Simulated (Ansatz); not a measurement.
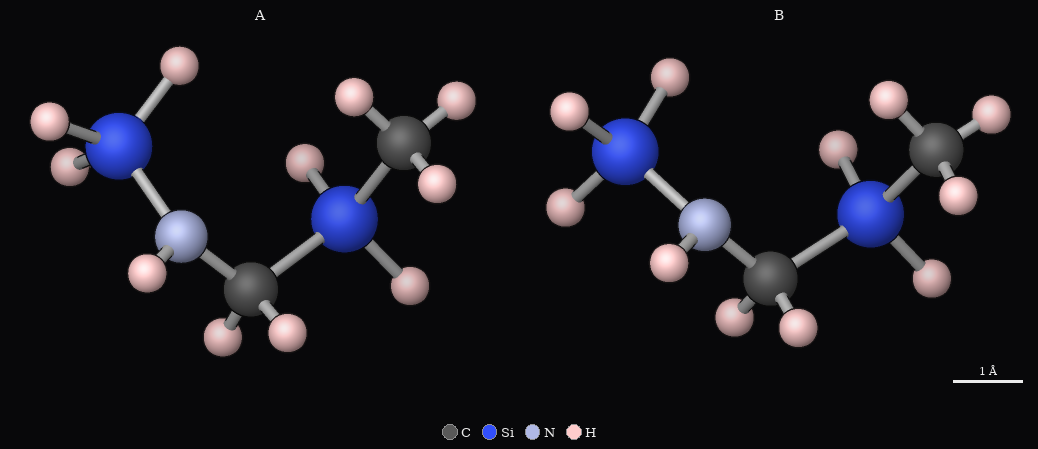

Two geometries of C$_{2}$H$_{11}$NSi$_{2}$, drawn at one scale. One is the start of a relaxation, the other its converged end. The picture is a ball-and-stick view, seen from a free direction.

Level of theory: RKS PBE0/def2-SVP (Ansatz 0.2.0). Set-up: no spin polarisation; force threshold 0.015 eV/Å; at most 40 steps.

> Which one is relaxed?

Structure A is the relaxed one. The run prepares an end point of a later path (torsion) calculation, from a guessed geometry. After 15 accepted moves (16 points after the start) the energy has fallen by 56.5 kJ/mol. The largest force component goes from 3.3 to 0.0093 eV/Å. The line search rejected the trial step at point 11 of the run. The atom that moves furthest after the best rigid fit is an H atom (0.80 Å). Largest moves by element: H 0.80 Å, C 0.22 Å, Si 0.20 Å, N 0.20 Å. Some distances before and after: C–H 1.027 → 1.101 Å, H–N 1.078 → 1.015 Å, C–N 1.403 → 1.452 Å, C–H 1.058 → 1.106 Å. Bond angles that change, for instance: Si–N–H 104.4° → 114.2°, N–Si–H 105.4° → 115.1°, N–C–H 107.9° → 113.6°.
